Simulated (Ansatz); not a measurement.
# CF (SMILES [C]F) at UPBE0/STO-3G

What is the energy change on altering one bond length of CF at UPBE0/STO-3G? 

The calculation is run with Ansatz 0.2.0.

44 further runs of the same task are left out: 9 that didn't finish, 35 set aside as unsound or not needed.

### Step 1. The system as given

CF: 2 atoms, total charge 0, spin state doublet. SMILES: `[C]F`. Geometry: relaxed at PBE0-D4/def2-TZVP.

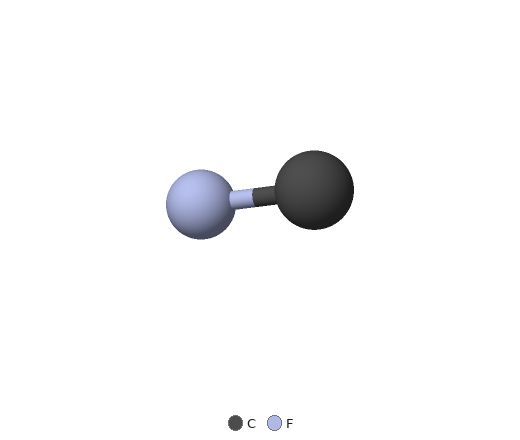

The structure, seen from a chosen angle (carbon dark grey, fluorine light blue).

### Step 2. A single-point energy at UPBE0/STO-3G

Input file in.yaml:

```yaml
basis:
  gaussian: {orbitals: STO-3G}
crystal:
  periodic: [false, false, false]
  atoms:
    - symbol: C
      position_ang: [-0.000000, 0.000000, 0.003080]
    - symbol: F
      position_ang: [0.000000, -0.000000, 1.271320]
accuracy: high
hamiltonian: {xc: {name: PBE0}}
magnetization: {spin_polarized: true, initial_magnetization: 1}
```

On the command line:

```
$ ansatz run in.yaml --threads 1 --pin off --max-ram 3480MiB --events-out events.jsonl --progress --plain --runs-dir runs
```

Standard output:

```text
Warning: RAYON_NUM_THREADS=1 ignored (pool sized by the plan → 1); use --threads N
Functional definition: PBE0
  name "PBE0"
  parameter a = 0.25
  parameter kappa = 0.804
  parameter beta = 0.06672455060314922
  exchange = (1 - a)*pbe_x(kappa = kappa, mu = beta*pi^2/3) + a*exact_x
  correlation = pbe_c(beta = beta)
149 factors; integrals over basis functions are off by at most 3.2e-8 eV
mean field evaluation 1: about -3692.8055 eV, gradient 1.1e1 eV
mean field evaluation 2: about -3692.5950 eV, gradient 1.2e1 eV
mean field evaluation 4: about -3693.5857 eV, gradient 1.8e-1 eV
mean field evaluation 8: about -3693.5854 eV, gradient 4.5e-4 eV
mean field evaluation 16: about -3693.5854 eV, gradient 5.1e-8 eV
mean field -3693.58544475 eV, -135.7367614926 hartree, gradient 5.1e-8 eV, S^2 0.751475; 0 other end points of the search recorded, 0 dependent functions left out
reference -3693.58544534 eV, -135.7367615142 hartree; 8, 7 occupied and 2, 3 virtual orbitals, 149 factors
Total energy: -3693.58544534 eV, -135.7367615142 hartree
```

Run time: 0.6 s. Hardware: 1 thread of Arm Neoverse V1, shared host; peak memory 0.089 GiB.

### Step 3. The distorted shape at the same level

Input file job.yaml:

```yaml
crystal:
  periodic: [false, false, false]
  atoms:
    - {symbol: C, position_ang: [-0.000000, 0.000000, -0.313980]}
    - {symbol: F, position_ang: [0.000000, -0.000000, 1.271320]}
basis:
  gaussian:
    orbitals: STO-3G
magnetization:
  spin_polarized: true
  initial_magnetization: 1
hamiltonian:
  xc: pbe0
accuracy: high
```

On the command line:

```
$ ansatz run job.yaml --threads 1 --pin off --max-ram 3480MiB --events-out events.jsonl --progress --plain --runs-dir runs
```

Standard output:

```text
Warning: RAYON_NUM_THREADS=1 ignored (pool sized by the plan → 1); use --threads N
[... 7 set-up lines as earlier in the session ...]
149 factors; integrals over basis functions are off by at most 4.2e-8 eV
mean field evaluation 1: about -3692.0519 eV, gradient 5.7e0 eV
mean field evaluation 2: about -3690.7313 eV, gradient 1.7e1 eV
mean field evaluation 4: about -3692.3591 eV, gradient 3.1e-1 eV
mean field evaluation 8: about -3692.3492 eV, gradient 1.1e-2 eV
mean field evaluation 16: about -3692.3492 eV, gradient 7.6e-6 eV
mean field -3692.34918707 eV, -135.6913298605 hartree, gradient 1.5e-8 eV, S^2 0.756364; 0 other end points of the search recorded, 0 dependent functions left out
reference -3692.34918766 eV, -135.6913298822 hartree; 8, 7 occupied and 2, 3 virtual orbitals, 149 factors
Total energy: -3692.34918766 eV, -135.6913298822 hartree
```

Wall time 0.64 s (1 thread of Arm Neoverse V1, shared host).

### Step 4. What came out

At UPBE0/STO-3G:

```
                                                         quantity          value
                                        first shape: total energy  -135.73676 Eh
                                                first shape: ⟨S²⟩          0.751
                                    distorted shape: total energy  -135.69133 Eh
                                            distorted shape: ⟨S²⟩          0.756
energy change with the C1–F2 bond stretched from 1.268 to 1.585 Å       1.236 eV
```

In words: With the C1–F2 bond stretched from 1.268 to 1.585 Å the energy rises by 1.24 eV (29 kcal/mol). The first shape isn't relaxed at this level, so the change isn't measured from a minimum. The minimal basis adds a large error of its own.
